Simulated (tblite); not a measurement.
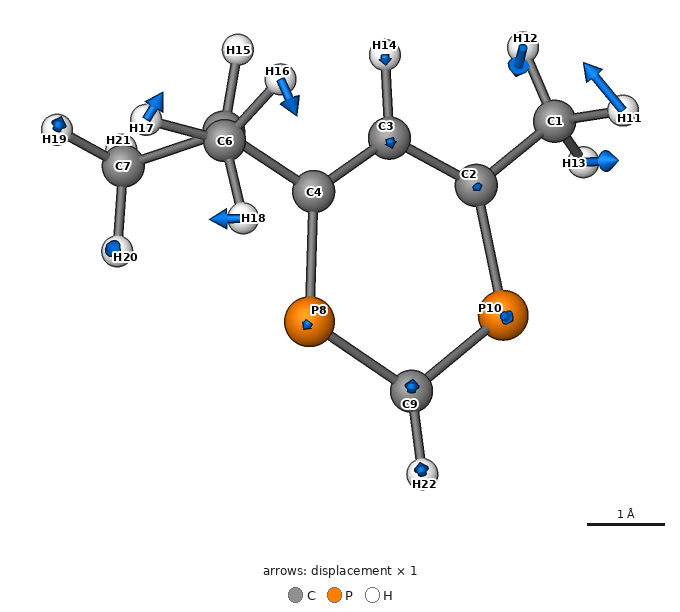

This is a relaxation of C8H12P2. The starting structure is drawn; blue arrows show the displacements, at their true length. The two geometries are superimposed by the best rigid fit.

Style: ball-and-stick. Shown at a tilt.

These are results of GFN2-xTB geometry optimisation, gas phase in tblite 0.8.0, not measurements. 

> Describe the change and its energy.

Over 114 geometry steps the energy falls by 90.0 kJ/mol. The largest move after the best rigid fit is that of an H atom, 0.83 Å. Largest moves by element: H 0.83 Å, P 0.20 Å, C 0.19 Å. Among the contacts that change: C–H 1.135 → 1.088 Å, C–P 1.716 → 1.751 Å, C–C 1.508 → 1.528 Å, C–H 1.109 → 1.089 Å. Bond angles that change, for instance: P–C–P 113.5° → 132.6°, C–P–C 115.4° → 102.7°, C–P–C 115.6° → 103.1°. Groups turn about C–C by about 40°, C–C by about 25°.
